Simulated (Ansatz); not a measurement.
# Calculations on GaNH$_{6}$

## 1. Relaxation

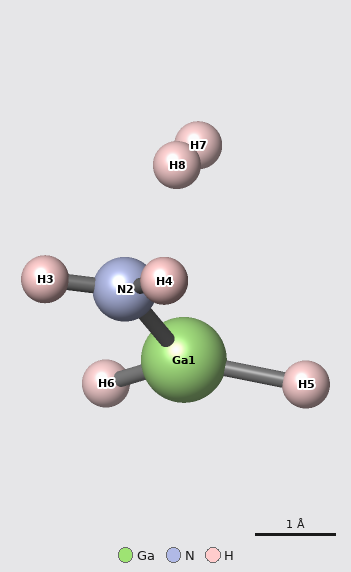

Starting structure of GaNH$_{6}$. The picture is a ball-and-stick view, seen from a free direction.

The run prepares an end point of a later path (reaction) calculation, from a guessed geometry.

Computed with Ansatz 0.2.0, RKS PBE0-D4/def2-SVP.

The input:
```yaml
crystal:
  periodic: [false, false, false]
  atoms:
    - { symbol: Ga, position_ang: [0.026611, -0.202924, 0.180997] }
    - { symbol: "N", position_ang: [0.026106, -0.139037, 2.063419] }
    - { symbol: H, position_ang: [-0.796478, -0.343598, 2.617822] }
    - { symbol: H, position_ang: [0.870896, -0.218961, 2.616598] }
    - { symbol: H, position_ang: [1.42255, -0.087235, -0.506901] }
    - { symbol: H, position_ang: [-1.370503, -0.317935, -0.504924] }
    - { symbol: H, position_ang: [-0.341485, 2.481535, 0.764483] }
    - { symbol: H, position_ang: [-0.254997, 1.966655, 1.263806] }
basis:
  gaussian: { orbitals: def2-SVP }
hamiltonian:
  xc: pbe0
  dispersion: d4
relax:
  f_tol: 0.03
  max_steps: 50
```

Launched with:
```bash
ansatz run input.yaml --threads 1 --pin off --max-ram 2048MiB --backend cpu --events-out ev --progress --plain --runs-dir out
```

Predict the outcome.

H7 moves most after the best rigid fit: 1.37 Å. By element the largest moves are H 1.37 Å, Ga 0.58 Å, N 0.37 Å. Among the contacts that change: Ga1–N2 1.884 → 1.815 Å, H7–H8 0.722 → 0.764 Å. After 17 accepted moves (19 points after the start) the energy has fallen by 4.63 kcal/mol. Largest force component: 1.4 eV/Å at the start, 0.019 eV/Å at the end. The line search rejected the trial steps at points 3, 17 of the run. The forces were under the threshold at step 12, but the run went on from there.

History of the run:

```
step  E − E(0), kcal/mol  largest force component, eV/Å      note
   0                0.00                         1.4254          
   1               -3.21                         0.6756          
   2               -3.93                         0.2013          
   3               -3.90                         0.1968  rejected
   4               -4.00                         0.0707          
   5               -4.07                         0.0367          
   6               -4.08                         0.0389          
   7               -4.11                         0.0389          
   8               -4.15                         0.2366          
   9               -4.21                         0.1492          
  10               -4.26                         0.2129          
  11               -4.38                         0.3520          
  12               -4.50                         0.0250          
  13               -4.56                         0.0542          
  14               -4.57                         0.2450          
  15               -4.61                         0.0704          
  16               -4.62                         0.0281          
  17               -4.61                         0.1233  rejected
  18               -4.62                         0.0218          
  19               -4.63                         0.0190
```

Final geometry:

```xyz
8

Ga    0.0881   -0.7531    0.0055
N     0.0060   -0.0889    1.6924
H    -0.8478   -0.0176    2.2335
H     0.8145    0.1711    2.2451
H     1.5069   -0.8491   -0.6430
H    -1.2699   -1.1627   -0.6510
H    -0.4036    3.2937    1.8664
H    -0.3114    2.5452    1.7464
```

The end point in the same view:

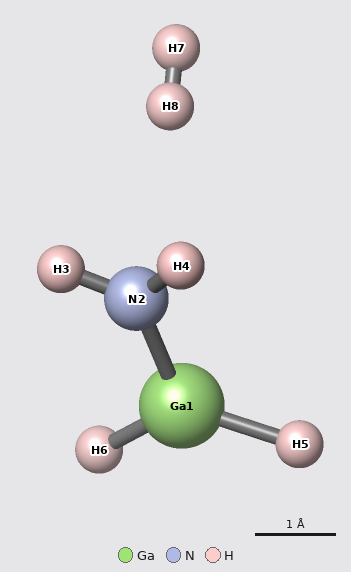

Limits of the set-up: the start holds two separate molecules, 2.3 Å apart at their closest, whose relative position is a soft coordinate.

## 2. Relaxation

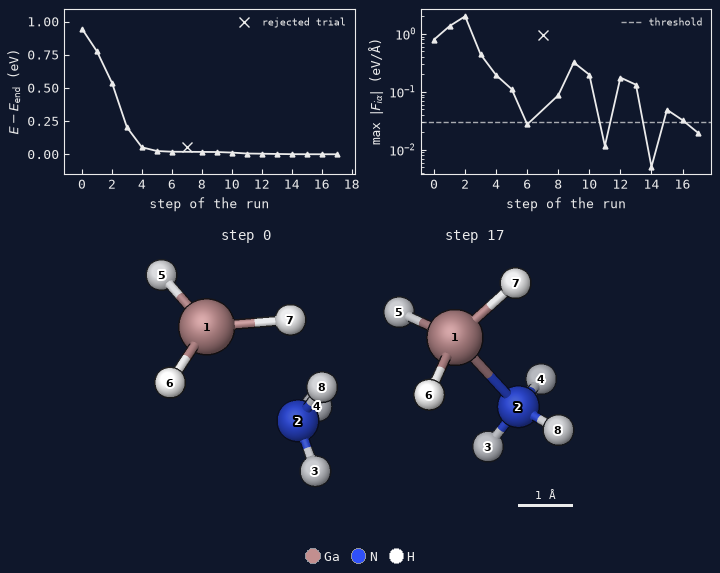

First and last geometry of a relaxation of GaNH$_{6}$, with the history of the run. The picture is a ball-and-stick view, seen from a free direction.

The run prepares an end point of a later path (reaction) calculation, from a guessed geometry.

The calculation used RKS PBE0-D4/def2-SVP (Ansatz 0.2.0).

Input file:
```yaml
crystal:
  periodic: [false, false, false]
  atoms:
    - { symbol: Ga, position_ang: [-0.038888, 0.440985, -0.573132] }
    - { symbol: "N", position_ang: [-0.027045, 0.112834, 2.520872] }
    - { symbol: H, position_ang: [-0.846107, -0.052311, 3.101599] }
    - { symbol: H, position_ang: [0.782443, 0.175945, 3.134026] }
    - { symbol: H, position_ang: [1.35997, -0.042463, -1.090637] }
    - { symbol: H, position_ang: [-1.367842, -0.265657, -1.018086] }
    - { symbol: H, position_ang: [-0.132303, 1.720801, 0.336768] }
    - { symbol: H, position_ang: [-0.147529, 1.048366, 2.08389] }
basis:
  gaussian: { orbitals: def2-SVP }
hamiltonian:
  xc: pbe0
  dispersion: d4
relax:
  f_tol: 0.03
  max_steps: 50
```

Command:
```bash
ansatz run input.yaml --threads 1 --pin off --max-ram 2048MiB --backend cpu --events-out ev --progress --plain --runs-dir out
```

**Did the run converge, and what did it change?**

It converged. Over 16 accepted moves (17 points after the start) the energy falls by 0.945 eV. Largest force component: 0.8 eV/Å at the start, 0.02 eV/Å at the end. The line search rejected the trial step at point 7 of the run. The forces were under the threshold at step 6, but the run went on from there. The largest move after the best rigid fit is that of H3, 1.16 Å. Largest moves by element: H 1.16 Å, Ga 0.52 Å, N 0.48 Å. Some distances before and after: Ga1–N2 3.111 → 2.151 Å, N2–H8 1.040 → 1.020 Å, Ga1–H5 1.568 → 1.583 Å. New bonds form, among them: Ga1–N2 (3.11 → 2.15 Å). Among the angles between lasting bonds that change: H5–Ga1–H6 121.5° → 117.7°. The run took 56 s on 1 thread of Intel(R) Xeon(R) Platinum 8259CL CPU @ 2.50GHz (Skylake/Cascade Lake), on a shared host, peak memory 0.18 GiB.

```csv
step,"E − E(0), eV","largest force component, eV/Å",note
0,0.0000,0.7971,
1,-0.1702,1.3636,
2,-0.4068,2.0119,
3,-0.7424,0.4414,
4,-0.8928,0.1939,
5,-0.9209,0.1114,
6,-0.9262,0.0275,
7,-0.8891,0.9621,rejected
8,-0.9276,0.0873,
9,-0.9284,0.3213,
10,-0.9326,0.1976,
11,-0.9396,0.0116,
12,-0.9411,0.1764,
13,-0.9431,0.1328,
14,-0.9446,0.0051,
15,-0.9452,0.0491,
16,-0.9452,0.0325,
17,-0.9453,0.0196,
```

## 3. Path

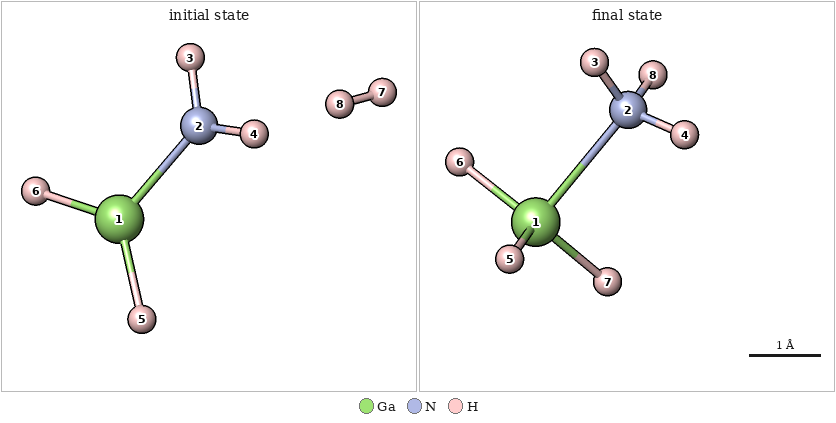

The two relaxed end points of a path for GaNH6, made up at the start of GaNH$_{4}$ and H$_{2}$. Style: ball-and-stick. Shown from a free direction.

These are results of RKS PBE0-D4/def2-SVP (Ansatz 0.2.0), not measurements.

Set-up: 9 movable images; climbing image; force threshold 0.03 eV/Å; iteration limit 38.

Start:
```xyz
8

Ga    0.0931   -0.7993    0.0585
N     0.0044   -0.0600    1.7136
H    -0.8514    0.0343    2.2480
H     0.8107    0.2256    2.2568
H     1.5142   -0.9224   -0.5801
H    -1.2621   -1.2398   -0.5835
H    -0.4098    3.3265    1.7340
H    -0.3164    2.5735    1.6481
```

End:
```xyz
8

Ga    0.0598    0.3981   -0.0585
N    -0.1540    0.3883    2.0817
H    -0.3273   -0.5544    2.4308
H     0.6886    0.7380    2.5383
H     1.2907   -0.5914   -0.1715
H    -1.3715   -0.1609   -0.4400
H     0.3300    1.9448   -0.2624
H    -0.9336    0.9761    2.3769
```

Predict the minimum-energy path and its barrier.

The highest point, image 6, lies 0.82 eV above the start and 1.64 eV above the end; the end is at −0.83 eV relative to the start. Breaking: H7–H8 (0.76 → 0.98 at the top → 3.08 Å). Forming: Ga1–H7 (4.48 → 1.88 at the top → 1.58 Å), N2–H8 (2.65 → 1.45 at the top → 1.02 Å). The band is converged. At the top, the vibrational analysis gives one imaginary mode (1239i cm⁻¹), as a transition state must have.

Energies of the converged images:

| image | path (Å) | E (eV) |
| --- | --- | --- |
| 0 | 0.00 | 0.000 |
| 1 | 0.62 | 0.004 |
| 2 | 1.24 | 0.014 |
| 3 | 1.86 | 0.024 |
| 4 | 2.48 | 0.046 |
| 5 | 3.11 | 0.252 |
| 6 | 3.73 | 0.818 |
| 7 | 4.45 | -0.487 |
| 8 | 5.18 | -0.800 |
| 9 | 5.91 | -0.816 |
| 10 | 6.63 | -0.827 |

The geometry at the top of the path:

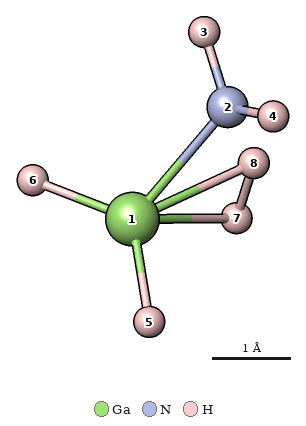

Limits of the set-up: the start holds two separate molecules, 2.7 Å apart at their closest, whose relative position is a soft coordinate.
